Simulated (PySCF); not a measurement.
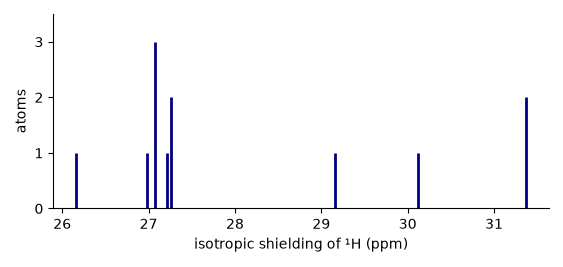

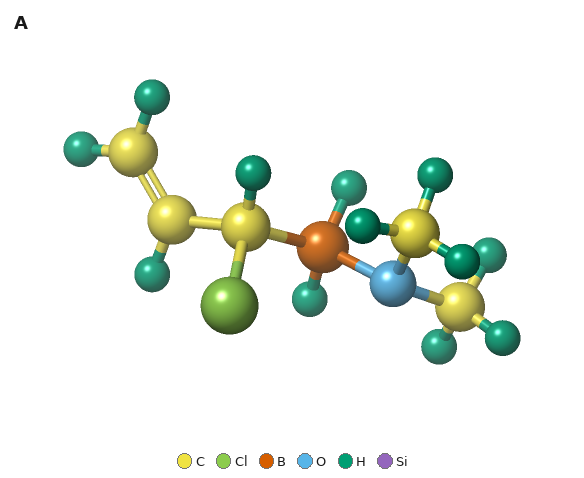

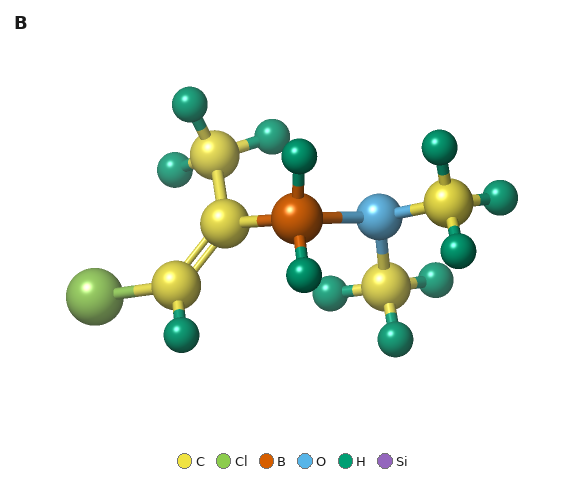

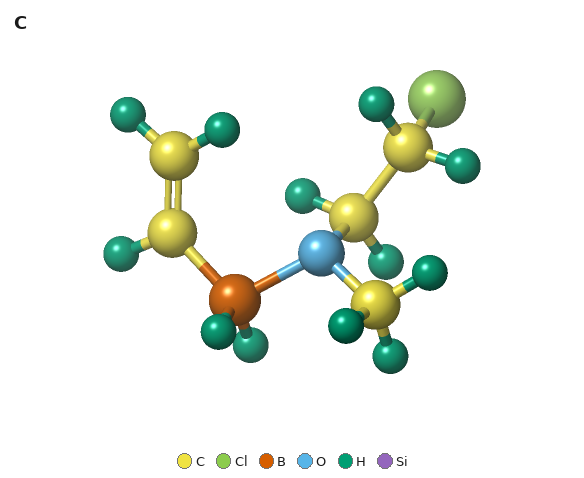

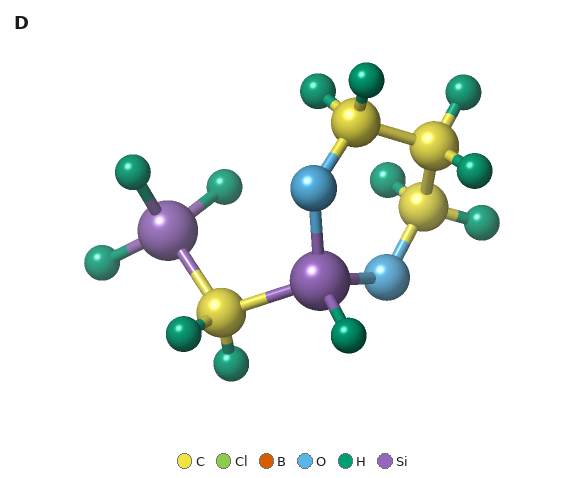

The sticks are computed shieldings of one of the molecules, for one fixed geometry (PBE0-D3(BJ)/def2-SVP) without averaging over rotations. Low shielding means a high chemical shift. Method: GIAO PBE0/pcSseg-1 NMR shielding, non-relativistic, gas phase (PySCF 2.14.0).

Question: Which molecule gives this pattern?

Answer: D, `[SiH3]C[SiH]1OCCCO1`. Its 12 H atoms give lines at 26.16, 26.98, 27.08 (3 atoms), 27.21, 27.26 (2 atoms), 29.16, 30.12, 31.37 (2 atoms) ppm.

The geometry is semi-empirical. Around B such bond lengths and angles can be off by a tenth of an ångström or more and by several degrees, and values that hang on the shape move with them.
